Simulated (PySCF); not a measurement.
# C2H7NSi (SMILES C=NC[SiH3]) at 6 levels

Aim: a comparison of 6 runs (HF/3-21G, HF/6-311+G**, B3LYP/6-31G*, M06-2X/pcseg-1, PBE0/pcseg-1) of C2H7NSi. 

Program for the calculation: PySCF 2.14.0.

**1. The system as given**

C2H7NSi has 11 atoms, charge 0, and is taken as a singlet. As SMILES, `C=NC[SiH3]`. The coordinates come from a PBE0-D4/def2-TZVP relaxation. This is one conformer, not always the lowest.

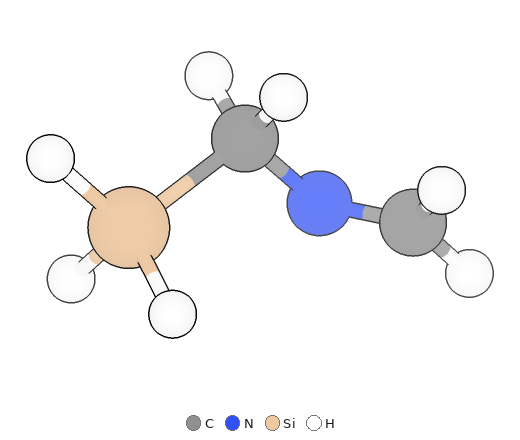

The structure, seen from a chosen angle (carbon grey, nitrogen blue, silicon light orange, hydrogen white).

**2. Energy and gradient at HF/3-21G (run 1)**

File job.py:

```python
from pyscf import gto

molecule = gto.M(
    atom='''
C     -0.639400     1.869300     0.363900
N     -0.998600     0.713100     0.018000
C     -0.299000    -0.417000     0.562600
Si     0.706300    -1.257400    -0.802700
H     -1.145900     2.733500    -0.063200
H      0.166900     2.059000     1.086600
H     -1.029900    -1.151400     0.917900
H      0.365200    -0.161700     1.404500
H      1.729600    -0.311300    -1.319900
H     -0.179800    -1.683000    -1.914500
H      1.389900    -2.450100    -0.232400
''',
    basis='3-21g',
    spin=0,
    charge=0,
    verbose=3,
    max_memory=1860,
)

mf = molecule.RHF()
mf.conv_tol = 1e-10
mf.kernel()
if not mf.converged:
    mf = mf.newton().run(mf.mo_coeff, mf.mo_occ)

e_final = mf.e_tot
print('Final energy', e_final)
grad = mf.nuc_grad_method().kernel()
mf.analyze()
```

Command:

```sh
$ OMP_NUM_THREADS=1 python job.py
```

Standard output:

```text
converged SCF energy = -420.859216804696
[... 14 lines left out ...]
MO #5   energy= -6.10608541691832  occ= 2
[... 6 lines left out ...]
MO #12  energy= -0.719923951821662 occ= 2
[... 6 lines left out ...]
MO #19  energy= -0.399638381104734 occ= 2
[... 6 lines left out ...]
MO #26  energy= 0.311789717702604  occ= 0
[... 6 lines left out ...]
MO #33  energy= 0.501994891776864  occ= 0
[... 6 lines left out ...]
MO #40  energy= 1.10557199248502   occ= 0
[... 6 lines left out ...]
MO #47  energy= 1.39157252104847   occ= 0
[... 6 lines left out ...]
MO #54  energy= 2.87210585552742   occ= 0
[... 12 lines left out ...]
Dipole moment(X, Y, Z, Debye):  1.08097,  0.40944,  1.37754
```

Run time: 5.4 s. Hardware: 1 thread of Intel Xeon at 2.50GHz (Skylake/Cascade Lake), shared host; peak memory 0.13 GiB.

**3. Energy and forces at HF/6-311+G(d,p) (run 2)**

File input.py:

```python
# C=NC[SiH3]
from pyscf import gto

mol = gto.M(
    atom='''
C   -0.639400   1.869300   0.363900
N   -0.998600   0.713100   0.018000
C   -0.299000  -0.417000   0.562600
Si   0.706300  -1.257400  -0.802700
H   -1.145900   2.733500  -0.063200
H    0.166900   2.059000   1.086600
H   -1.029900  -1.151400   0.917900
H    0.365200  -0.161700   1.404500
H    1.729600  -0.311300  -1.319900
H   -0.179800  -1.683000  -1.914500
H    1.389900  -2.450100  -0.232400
''',
    verbose=4,
    charge=0,
    max_memory=1860,
    basis='6-311+g**',
)

calc0 = mol.RHF()
calc0.conv_tol = 1e-10
calc0.kernel()
if not calc0.converged:
    calc0 = calc0.newton().run(calc0.mo_coeff, calc0.mo_occ)

e_tot = calc0.e_tot
print(f'total energy: {e_tot:.8f} hartree')
grad = calc0.nuc_grad_method().kernel()
calc0.analyze()
```

Command:

```sh
$ OMP_NUM_THREADS=1 python input.py
```

Standard output:

```text
PySCF version 2.14.0

[... 92 lines left out ...]
MO #2   energy= -15.5722950310877  occ= 2
[... 16 lines left out ...]
MO #19  energy= -0.413678144544157 occ= 2
[... 16 lines left out ...]
MO #36  energy= 0.230589070953011  occ= 0
[... 16 lines left out ...]
MO #53  energy= 0.603792794324971  occ= 0
[... 16 lines left out ...]
MO #70  energy= 1.11278980255196   occ= 0
[... 16 lines left out ...]
MO #87  energy= 1.7453971794514    occ= 0
[... 16 lines left out ...]
MO #104 energy= 2.44152770907233   occ= 0
[... 16 lines left out ...]
MO #121 energy= 3.30427967884037   occ= 0
[... 16 lines left out ...]
MO #138 energy= 143.999836121608   occ= 0
[... 152 lines left out ...]
Dipole moment(X, Y, Z, Debye):  1.00688,  0.64299,  1.36533
```

Wall time 59 s (1 thread of Intel Xeon at 2.50GHz (Skylake/Cascade Lake), shared host); peak memory 0.47 GiB.

Runs 3 to 5 aren't shown in full; the table further down has their settings and results.

**4. Energy and gradient at PBE0/pcseg-1 (run 6)**

File run.py:

```python
import pyscf.grad
from pyscf import gto, dft

mol = gto.M(
    atom=[
    ('C', (-0.639400, 1.869300, 0.363900)),
    ('N', (-0.998600, 0.713100, 0.018000)),
    ('C', (-0.299000, -0.417000, 0.562600)),
    ('Si', (0.706300, -1.257400, -0.802700)),
    ('H', (-1.145900, 2.733500, -0.063200)),
    ('H', (0.166900, 2.059000, 1.086600)),
    ('H', (-1.029900, -1.151400, 0.917900)),
    ('H', (0.365200, -0.161700, 1.404500)),
    ('H', (1.729600, -0.311300, -1.319900)),
    ('H', (-0.179800, -1.683000, -1.914500)),
    ('H', (1.389900, -2.450100, -0.232400)),
],
    max_memory=1860,
    verbose=3,
    basis='pcseg-1',
    charge=0,
)

mf = dft.RKS(mol, xc='pbe0')
mf.conv_tol = 1e-10
mf.grids.level = 5
mf.kernel()
if not mf.converged:
    mf = mf.newton().run(mf.mo_coeff, mf.mo_occ)

etot = mf.e_tot
print('E(%s) = %.9f' % ('PBE0', etot))
grad = mf.Gradients().kernel()
dip = mf.dip_moment()
pop, q = mf.mulliken_pop()
```

Command:

```sh
$ OMP_NUM_THREADS=1 python run.py
```

Standard output:

```text
converged SCF energy = -424.300115030022
[... 9 lines left out ...]
Dipole moment(X, Y, Z, Debye):  0.89258,  0.42090,  1.23962
[... 107 lines left out ...]
charge of   10H =     -0.09391
```

Wall time 81 s (1 thread of Intel Xeon at 2.50GHz (Skylake/Cascade Lake), shared host); peak memory 0.97 GiB.

**5. Overview of the runs**

```
run                               level  integration grid  Cartesian functions  energy (Eh)  dipole moment (D)  HOMO energy (eV)  LUMO energy (eV)  wall time
  1                            HF/3-21G                 –                   no  -420.859217               1.80            -10.63              4.25      5.4 s
  2                        HF/6-311+G**                 –                   no  -423.196724               1.81            -10.73              1.65       59 s
  3  B3LYP/6-31G* (spherical functions)                 5                   no  -424.628906               1.46             -6.97             -0.23       65 s
  4  B3LYP/6-31G* (Cartesian functions)                 5                  yes  -424.633576               1.46             -6.98             -0.23       60 s
  5                      M06-2X/pcseg-1                 5                   no  -424.498868               1.60             -8.84              0.66    1.9 min
  6                        PBE0/pcseg-1                 5                   no  -424.300115               1.58             -7.44             -0.37       81 s
```

**6. Outcome**

| quantity | value |
| --- | --- |
| run 6: total energy | -424.30012 Eh |
| run 6: dipole moment | 1.58 D |
| run 6: HOMO energy | -7.44 eV |
| run 6: LUMO energy | -0.37 eV |
| run 6: HOMO–LUMO gap | 7.06 eV |
| run 6: largest force on an atom | 0.331 eV/Å |

The dipole moment (its size) runs from 1.46 D (B3LYP/6-31G*) to 1.81 D (HF/6-311+G**). The two ends differ in method and basis. The HOMO–LUMO gap runs from 6.74 eV (B3LYP/6-31G*) to 14.88 eV (HF/3-21G). Totals of different functionals can't be ranked against each other. All runs together took 6.4 min, the longest 1.9 min.
